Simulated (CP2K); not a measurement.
**A workflow on C2H4N2Si (SMILES C=N[SiH2]C#N)**

We compute a geometry optimisation (singlet C2H4N2Si, GFN2-xTB), then energy and forces (triplet C2H4N2Si, GFN2-xTB), then a geometry optimisation (triplet C2H4N2Si, GFN2-xTB), then energy and forces (singlet C2H4N2Si, GFN2-xTB) of C2H4N2Si. 

The results are computed with CP2K 2026.2.

4 further runs of the same task are left out: 1 that didn't finish, 3 set aside as unsound or not needed.

## 1. The system as given

C2H4N2Si: 9 atoms, total charge 0, spin state singlet. SMILES: `C=N[SiH2]C#N`. The shape is that of a GFN2-xTB optimisation. This is one conformer, not always the lowest. The run starts from this shape.

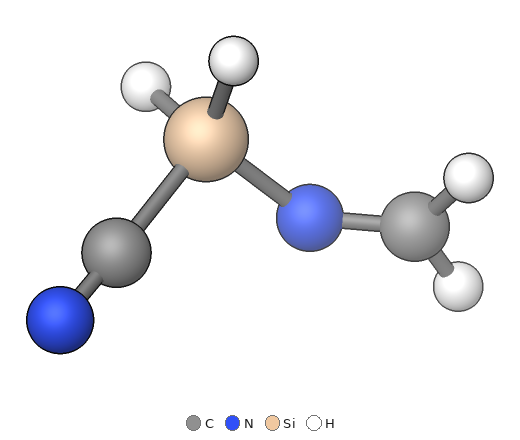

Viewed from a chosen angle; carbon grey, nitrogen blue, silicon light orange, hydrogen white.

## 2. A structure relaxation at GFN2-xTB (run 1)

The input, run.inp:

```
&GLOBAL
  PROJECT run
  RUN_TYPE GEO_OPT
  PRINT_LEVEL LOW
&END GLOBAL

&FORCE_EVAL
  METHOD Quickstep
  &DFT
    ! Quickstep
    &QS
      METHOD XTB
      EPS_DEFAULT 1.0E-10
      &XTB
        GFN_TYPE TBLITE
        &TBLITE
          METHOD GFN2
        &END TBLITE
        CHECK_ATOMIC_CHARGES F
      &END XTB
    &END QS
    ! cluster boundary conditions
    &POISSON
      PERIODIC NONE
      POISSON_SOLVER ANALYTIC
    &END POISSON
    ! self-consistent field
    &SCF
      SCF_GUESS ATOMIC
      EPS_SCF 1.0E-06
      MAX_SCF 150
      ADDED_MOS 2
      &DIAGONALIZATION
        ALGORITHM STANDARD
      &END DIAGONALIZATION
      &MIXING
        METHOD DIRECT_P_MIXING
        ALPHA 0.4
      &END MIXING
      &SMEAR ON
        METHOD FERMI_DIRAC
        ELECTRONIC_TEMPERATURE [K] 300
      &END SMEAR
    &END SCF
    ! extra output
    &PRINT
      &MOMENTS
        PERIODIC F
        REFERENCE COM
        MAX_MOMENT 1
      &END MOMENTS
      &MULLIKEN OFF
      &END MULLIKEN
      &HIRSHFELD OFF
      &END HIRSHFELD
    &END PRINT
  &END DFT
  ! atoms, cell and kinds
  &SUBSYS
    &CELL
      ABC 14.3 13.7 13.8
      PERIODIC NONE
    &END CELL
    &COORD
      C      8.244065     8.400170     7.755620
      N      7.566085     8.131010     6.745350
      Si     5.957875     7.629490     6.412120
      C      6.252745     6.000960     5.544010
      N      6.399755     4.996860     5.014500
      H      7.878455     8.359900     8.785500
      H      9.281205     8.703140     7.633530
      H      5.018795     7.347400     7.504600
      H      5.468685     8.615880     5.455140
    &END COORD
  &END SUBSYS
&END FORCE_EVAL

! ionic moves
&MOTION
  &GEO_OPT
    OPTIMIZER BFGS
    MAX_ITER 100
    MAX_FORCE 4.5E-04
    RMS_FORCE 3.0E-04
  &END GEO_OPT
  ! extra output
  &PRINT
    &TRAJECTORY
      &EACH
        GEO_OPT 1
      &END EACH
    &END TRAJECTORY
    &FORCES ON
      &EACH
        GEO_OPT 1
      &END EACH
    &END FORCES
    &RESTART OFF
    &END RESTART
    &RESTART_HISTORY OFF
    &END RESTART_HISTORY
  &END PRINT
&END MOTION
```

The run is started by

```sh
$ OMP_NUM_THREADS=1 cp2k.psmp run.inp > run.out
```

What it wrote (excerpt; [...] marks lines left out):

```text
CP2K| version string:                                       CP2K version 2026.2
[...]
 GLOBAL| Method name                                                        CP2K
[...]
 GLOBAL| Run type                                                        GEO_OPT
[...]
                             - Atoms:                                          9
[...]
                             - Spherical basis functions:                     29
[...]
 Number of electrons:                                                         26
[...]
  *** SCF run converged in    19 steps ***
[...]
 ENERGY| Total FORCE_EVAL ( QS ) energy [hartree]            -13.821453623874064
[...]
 OPT| Step number                                                              0
[...]
 OPT| Total energy [hartree]                                      -13.8214536239
[...]
 OPT| Step number                                                              1
[...]
 OPT| Total energy [hartree]                                      -13.8214542141
[...]
 ***                    GEOMETRY OPTIMIZATION COMPLETED                      ***
[...]
  *** SCF run converged in     1 steps ***
[...]
  Fermi energy:                                                -0.32134482025194
[...]
 TB_DIPOLE| Moment [Debye]         -0.07090596       2.32355279       1.91463468
 TB_DIPOLE| Derivative [a.u.]       0.00000000       0.00000000       0.00000000
 ENERGY| Total FORCE_EVAL ( QS ) energy [hartree]            -13.821454214066629
[...]
```

It took 1.1 s on 1 thread of Intel Xeon 6975P-C (Granite Rapids), shared host; peak memory 0.19 GiB.

## 3. The triplet: energy and gradient at GFN2-xTB (run 2)

The input, qs.inp:

```
&GLOBAL
  PROJECT_NAME qs
  RUN_TYPE ENERGY_FORCE
  PRINT_LEVEL MEDIUM
&END GLOBAL
&FORCE_EVAL
  METHOD QS
  &DFT
    MULTIPLICITY 3
    SPIN_POLARIZED T
    &QS
      METHOD XTB
      EPS_DEFAULT 1.0E-10
      &XTB
        GFN_TYPE TBLITE
        &TBLITE
          METHOD GFN2
        &END TBLITE
        CHECK_ATOMIC_CHARGES F
      &END XTB
    &END QS
    &POISSON
      PERIODIC NONE
      POISSON_SOLVER ANALYTIC
    &END POISSON
    &SCF
      SCF_GUESS ATOMIC
      EPS_SCF 1.0E-06
      MAX_SCF 150
      ADDED_MOS 4
      &DIAGONALIZATION
        ALGORITHM STANDARD
      &END DIAGONALIZATION
      &MIXING
        METHOD DIRECT_P_MIXING
        ALPHA 0.4
      &END MIXING
    &END SCF
    &PRINT
      &MOMENTS
        PERIODIC F
        REFERENCE COM
        MAX_MOMENT 1
      &END MOMENTS
      &MO ON
        ENERGIES T
        OCCUPATION_NUMBERS T
        NDIGITS 6
        &EACH
          QS_SCF 0
        &END EACH
        ADD_LAST NUMERIC
      &END MO
      &HIRSHFELD OFF
      &END HIRSHFELD
    &END PRINT
  &END DFT
  &SUBSYS
    &CELL
      ABC 14.3 13.7 13.8
      PERIODIC NONE
    &END CELL
    &COORD
      C      8.243923     8.400222     7.755690
      N      7.565806     8.131150     6.745324
      Si     5.957698     7.629466     6.412082
      C      6.253189     6.001134     5.544182
      N      6.399009     4.996934     5.014404
      H      7.877669     8.359682     8.785596
      H      9.281155     8.703066     7.633092
      H      5.018845     7.347436     7.504442
      H      5.468499     8.615542     5.455184
    &END COORD
  &END SUBSYS
  &PRINT
    &FORCES ON
    &END FORCES
  &END PRINT
&END FORCE_EVAL
```

The run is started by

```sh
$ OMP_NUM_THREADS=1 cp2k.psmp -i qs.inp > qs.out 2>&1
```

What it wrote (excerpt; [...] marks lines left out):

```text
CP2K| version string:                                       CP2K version 2026.2
[...]
 GLOBAL| Method name                                                        CP2K
[...]
 GLOBAL| Run type                                                   ENERGY_FORCE
[...]
                             - Atoms:                                          9
[...]
                             - Spherical basis functions:                     29
[...]
 Number of electrons:                                                         14
[...]
  *** SCF run converged in    20 steps ***
[...]
  Fermi energy:                                                -0.31981551355280
[...]
 TB_DIPOLE| Moment [Debye]         -0.07090604       2.32353758       1.91462618
 TB_DIPOLE| Derivative [a.u.]       0.00000000       0.00000000       0.00000000
[...]
 ENERGY| Total FORCE_EVAL ( QS ) energy [hartree]            -13.821454214141895
 FORCES| Atomic forces [hartree/bohr]
 FORCES|   Atom     x               y               z               |f|
 FORCES|      1  1.81422036E-05  7.93908847E-06 -2.61188019E-05   3.27774388E-05
 FORCES|      2 -5.97756537E-05  1.61979750E-05 -6.45320319E-05   8.94420836E-05
 FORCES|      3  2.96868624E-05  4.84016074E-06  3.06472670E-07   3.00804069E-05
 FORCES|      4  5.74072148E-05  4.16269354E-05  3.54765725E-05   7.92904614E-05
 FORCES|      5 -6.72420210E-05  8.73776089E-06 -9.64929833E-06   6.84904870E-05
 FORCES|      6 -3.58358743E-05 -1.12569236E-05  5.93865623E-05   7.02687128E-05
 FORCES|      7  4.01885198E-06 -8.45679455E-06  1.30235635E-05   1.60400047E-05
 FORCES|      8  4.81318220E-05  5.13533041E-06 -2.64698618E-05   5.51697153E-05
 FORCES|      9  5.46659417E-06 -6.47635328E-05  1.85768229E-05   6.75965767E-05
 FORCES| Sum    -1.24872985E-16  9.32278343E-17 -3.71227436E-16
 FORCES| Total atomic force                                       4.02609613E-16
[...]
```

It took 1 s on 1 thread of Intel Xeon 6975P-C (Granite Rapids), shared host; peak memory 0.18 GiB.

## 4. The triplet: a structure relaxation at GFN2-xTB (run 3)

The input, job.inp:

```
&GLOBAL
    PROJECT job
    RUN_TYPE GEO_OPT
    PRINT_LEVEL LOW
&END GLOBAL

&FORCE_EVAL
    METHOD QUICKSTEP
    &DFT
        MULTIPLICITY 3
        LSD T
        &QS
            METHOD XTB
            EPS_DEFAULT 1.0E-10
            &XTB
                GFN_TYPE TBLITE
                &TBLITE
                    METHOD GFN2
                &END TBLITE
                CHECK_ATOMIC_CHARGES F
            &END XTB
        &END QS
        &POISSON
            PERIODIC NONE
            POISSON_SOLVER ANALYTIC
        &END POISSON
        &SCF
            SCF_GUESS ATOMIC
            EPS_SCF 1.0E-06
            MAX_SCF 150
            ADDED_MOS 4
            &DIAGONALIZATION
                ALGORITHM STANDARD
            &END DIAGONALIZATION
            &MIXING
                METHOD DIRECT_P_MIXING
                ALPHA 0.4
            &END MIXING
        &END SCF
        &PRINT
            &MOMENTS
                PERIODIC F
                REFERENCE COM
                MAX_MOMENT 1
            &END MOMENTS
            &MULLIKEN OFF
            &END MULLIKEN
            &HIRSHFELD OFF
            &END HIRSHFELD
        &END PRINT
    &END DFT
    &SUBSYS
        &CELL
            ABC 14.3 13.7 13.8
            PERIODIC NONE
        &END CELL
        &COORD
            C      8.243923     8.400222     7.755690
            N      7.565806     8.131150     6.745324
            Si     5.957698     7.629466     6.412082
            C      6.253189     6.001134     5.544182
            N      6.399009     4.996934     5.014404
            H      7.877669     8.359682     8.785596
            H      9.281155     8.703066     7.633092
            H      5.018845     7.347436     7.504442
            H      5.468499     8.615542     5.455184
        &END COORD
    &END SUBSYS
&END FORCE_EVAL

&MOTION
    &GEO_OPT
        OPTIMIZER BFGS
        MAX_ITER 100
        MAX_FORCE 4.5E-04
        RMS_FORCE 3.0E-04
    &END GEO_OPT
    &PRINT
        &TRAJECTORY
            &EACH
                GEO_OPT 1
            &END EACH
        &END TRAJECTORY
        &FORCES ON
            &EACH
                GEO_OPT 1
            &END EACH
        &END FORCES
        &RESTART OFF
        &END RESTART
        &RESTART_HISTORY OFF
        &END RESTART_HISTORY
    &END PRINT
&END MOTION
```

The run is started by

```sh
$ OMP_NUM_THREADS=1 cp2k.psmp -i job.inp > job.out 2>&1
```

What it wrote (excerpt; [...] marks lines left out):

```text
CP2K| version string:                                       CP2K version 2026.2
[...]
 GLOBAL| Method name                                                        CP2K
[...]
 GLOBAL| Run type                                                        GEO_OPT
[...]
                             - Atoms:                                          9
[...]
                             - Spherical basis functions:                     29
[...]
 Number of electrons:                                                         14
[...]
  *** SCF run converged in    20 steps ***
[...]
 ENERGY| Total FORCE_EVAL ( QS ) energy [hartree]            -13.821454214141895
[...]
 OPT| Step number                                                              0
[...]
 OPT| Total energy [hartree]                                      -13.8214542141
[...]
 OPT| Step number                                                              1
[...]
 OPT| Total energy [hartree]                                      -13.8214543616
[...]
 ***                    GEOMETRY OPTIMIZATION COMPLETED                      ***
[...]
  *** SCF run converged in     2 steps ***
[...]
  Fermi energy:                                                -0.31891005466601
[...]
 TB_DIPOLE| Moment [Debye]         -0.07065670       2.32331528       1.91479984
 TB_DIPOLE| Derivative [a.u.]       0.00000000       0.00000000       0.00000000
 ENERGY| Total FORCE_EVAL ( QS ) energy [hartree]            -13.821454361608950
[...]
```

Wall time 1.1 s (1 thread of Intel Xeon 6975P-C (Granite Rapids), shared host); peak memory 0.18 GiB.

## 5. Energy and gradient at GFN2-xTB (run 4)

The input, molecule.inp:

```
&GLOBAL
    PROJECT_NAME molecule
    RUN_TYPE ENERGY_FORCE
    PRINT_LEVEL MEDIUM
&END GLOBAL

&FORCE_EVAL
    METHOD QUICKSTEP
    &DFT
        &QS
            METHOD XTB
            EPS_DEFAULT 1.0E-10
            &XTB
                GFN_TYPE TBLITE
                &TBLITE
                    METHOD GFN2
                &END TBLITE
                CHECK_ATOMIC_CHARGES F
            &END XTB
        &END QS
        &POISSON
            PERIODIC NONE
            POISSON_SOLVER ANALYTIC
        &END POISSON
        &SCF
            SCF_GUESS ATOMIC
            EPS_SCF 1.0E-06
            MAX_SCF 150
            ADDED_MOS 2
            &DIAGONALIZATION
                ALGORITHM STANDARD
            &END DIAGONALIZATION
            &MIXING
                METHOD DIRECT_P_MIXING
                ALPHA 0.4
            &END MIXING
            &SMEAR ON
                METHOD FERMI_DIRAC
                ELECTRONIC_TEMPERATURE [K] 300
            &END SMEAR
        &END SCF
        &PRINT
            &MOMENTS
                PERIODIC F
                REFERENCE COM
                MAX_MOMENT 1
            &END MOMENTS
            &MO ON
                ENERGIES T
                OCCUPATION_NUMBERS T
                NDIGITS 6
                &EACH
                    QS_SCF 0
                &END EACH
                ADD_LAST NUMERIC
            &END MO
            &HIRSHFELD OFF
            &END HIRSHFELD
        &END PRINT
    &END DFT
    &SUBSYS
        &CELL
            ABC 14.3 13.7 13.8
            PERIODIC NONE
        &END CELL
        &COORD
            C      8.243795     8.400222     7.755669
            N      7.565753     8.131344     6.745180
            Si     5.957731     7.629465     6.412104
            C      6.253455     6.001215     5.544294
            N      6.398589     4.997000     5.014362
            H      7.877509     8.359630     8.785638
            H      9.281055     8.703000     7.633146
            H      5.018945     7.347433     7.504408
            H      5.468411     8.615306     5.455174
        &END COORD
    &END SUBSYS
    &PRINT
        &FORCES ON
        &END FORCES
    &END PRINT
&END FORCE_EVAL
```

The run is started by

```sh
$ OMP_NUM_THREADS=1 cp2k.psmp molecule.inp > molecule.out
```

What it wrote (excerpt; [...] marks lines left out):

```text
CP2K| version string:                                       CP2K version 2026.2
[...]
 GLOBAL| Method name                                                        CP2K
[...]
 GLOBAL| Run type                                                   ENERGY_FORCE
[...]
                             - Atoms:                                          9
[...]
                             - Spherical basis functions:                     29
[...]
 Number of electrons:                                                         26
[...]
  *** SCF run converged in    19 steps ***
[...]
  Fermi energy:                                                -0.32134706541174
[...]
 TB_DIPOLE| Moment [Debye]         -0.07064862       2.32330992       1.91479194
 TB_DIPOLE| Derivative [a.u.]       0.00000000       0.00000000       0.00000000
[...]
 ENERGY| Total FORCE_EVAL ( QS ) energy [hartree]            -13.821454361702108
 FORCES| Atomic forces [hartree/bohr]
 FORCES|   Atom     x               y               z               |f|
 FORCES|      1  1.80698377E-05  1.23928460E-05 -1.58376618E-05   2.70357763E-05
 FORCES|      2 -2.36419878E-05  2.43589112E-05 -1.30337278E-05   3.63617683E-05
 FORCES|      3  2.71554855E-05  6.06956283E-06 -9.44765726E-07   2.78415619E-05
 FORCES|      4  2.99968400E-05  1.71215945E-05  1.85304044E-05   3.91961132E-05
 FORCES|      5 -4.90203311E-05  6.75677767E-07 -1.05785825E-05   5.01533230E-05
 FORCES|      6 -2.97957909E-05 -1.42466778E-05  1.41034967E-05   3.59119145E-05
 FORCES|      7  4.36911198E-06 -5.60064722E-06  1.77383796E-05   1.91077602E-05
 FORCES|      8  3.15348511E-05 -2.02462627E-06 -3.73958471E-06   3.18202834E-05
 FORCES|      9 -8.66801643E-06 -3.87466410E-05 -6.23795821E-06   4.01914023E-05
 FORCES| Sum     1.14478197E-16  2.42827405E-16  2.53262851E-16
 FORCES| Total atomic force                                       3.69069747E-16
[...]
```

It took 1.1 s on 1 thread of Intel Xeon 6975P-C (Granite Rapids), shared host; peak memory 0.19 GiB.

## 6. Summary of results

```
                                                  quantity                                   value
                  run 1, GFN2-xTB: total energy at the end                            -13.82145 Eh
run 1, GFN2-xTB: dipole moment (from atomic charges alone)                                  3.01 D
                              run 4, GFN2-xTB: HOMO energy                               -10.59 eV
                              run 4, GFN2-xTB: LUMO energy                                -7.85 eV
                            run 4, GFN2-xTB: HOMO–LUMO gap                                 2.74 eV
                 run 4, GFN2-xTB: largest force on an atom                              0.003 eV/Å
                                            triplet, run 2  no result (the spin typed was ignored)
                                            triplet, run 3  no result (the spin typed was ignored)
```

In words: The dipole (run 1, GFN2-xTB) comes from point charges on the atoms alone, without atomic dipoles, so it is partial. The optimisation (run 1, GFN2-xTB) took 1 steps and changed the energy by -0.000 eV. The dipole (run 4, GFN2-xTB) comes from point charges on the atoms alone, without atomic dipoles, so it is partial. 2 of the 4 runs ended normally but are set aside, since settings or state are in doubt.
